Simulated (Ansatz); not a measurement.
**H$_{6}$O$_{2}$SSi$_{2}$: density, localisation and related maps**

The calculation's input:

```
crystal:
  periodic: [false, false, false]
  atoms:
    - {symbol: O, position_ang: [2.054539, 0.513758, -1.199802]}
    - {symbol: O, position_ang: [1.994664, -0.201342, 1.465903]}
    - {symbol: S, position_ang: [-0.179199, -1.409203, -0.363664]}
    - {symbol: Si, position_ang: [1.830159, -0.694851, -0.101171]}
    - {symbol: Si, position_ang: [1.108092, 0.531844, 2.669468]}
    - {symbol: H, position_ang: [1.392163, 1.210487, -1.239537]}
    - {symbol: H, position_ang: [2.878151, -1.698640, -0.367295]}
    - {symbol: H, position_ang: [-0.201963, -2.078253, 0.810354]}
    - {symbol: H, position_ang: [2.048184, 0.945721, 3.746212]}
    - {symbol: H, position_ang: [0.104829, -0.426428, 3.222247]}
    - {symbol: H, position_ang: [0.394332, 1.731194, 2.136202]}
basis:
  gaussian:
    orbitals: def2-SVPD
hamiltonian:
  xc: {name: PBE0}
output:
  forces: true
  orbitals: {seedname: orbitals}
```

Command:

```sh
ansatz run input.yaml --threads 2 --pin off --max-ram 4350MiB --events-out events.jsonl --progress --plain --runs-dir runs
```

Geometry: PBE0-D3(BJ)/def2-SVP.

Method: isolated molecule in a Gaussian basis; Kohn-Sham density functional theory, functional PBE0 in Ansatz 0.2.0.

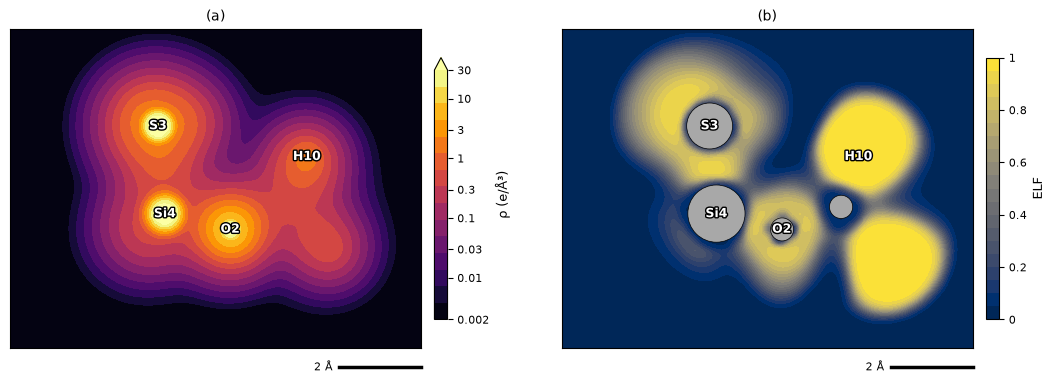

Figure 1. (a) total electron density; (b) ELF on the plane of atoms O2, Si4 and S3. Grey discs cover the atomic cores in the ELF map.

Read the bonding off the picture.

Answer. The plane passes through O, S, Si and H nuclei. Si–O (1.65 Å): ρ is about 1.1 e/Å³ halfway; the ELF peaks at about 0.85 between the atoms; a shared but strongly polarised pair. Si–S (2.15 Å): the density is about 0.82 e/Å³ at the midpoint; the ELF peaks at about 0.95 between the atoms; localised, covalent bonding. The ELF also peaks beside O2 and S3, away from the bonds: lone-pair regions.

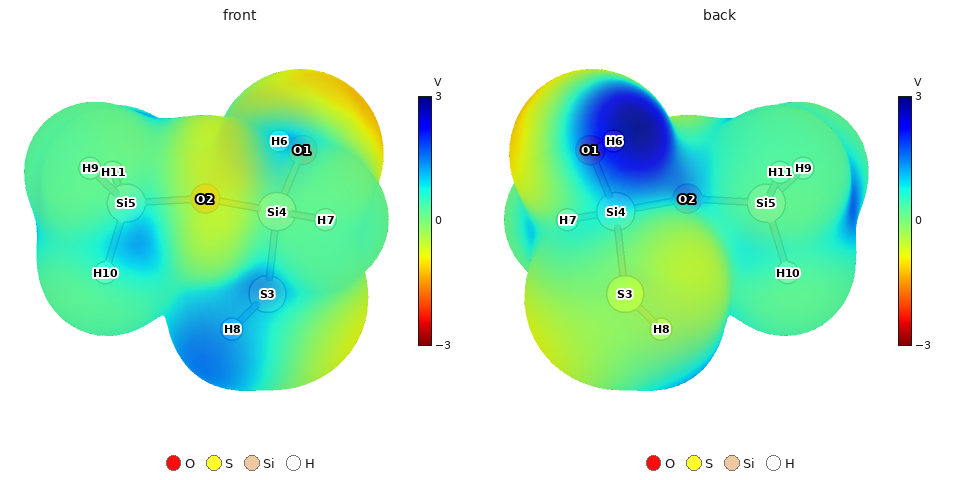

Figure 2. The electrostatic potential painted on the density surface at 0.002 e/bohr³, seen from the front and from behind; red is negative and blue positive.

Which sites attract a positive test charge, and which a negative one?

Answer. A positive charge is drawn to the negative regions and a negative charge to the positive ones. The most negative region (about −1.2 V) lies over O1, the most positive (about +2.7 V) over H6. O1 is the likeliest acceptor of a hydrogen bond.
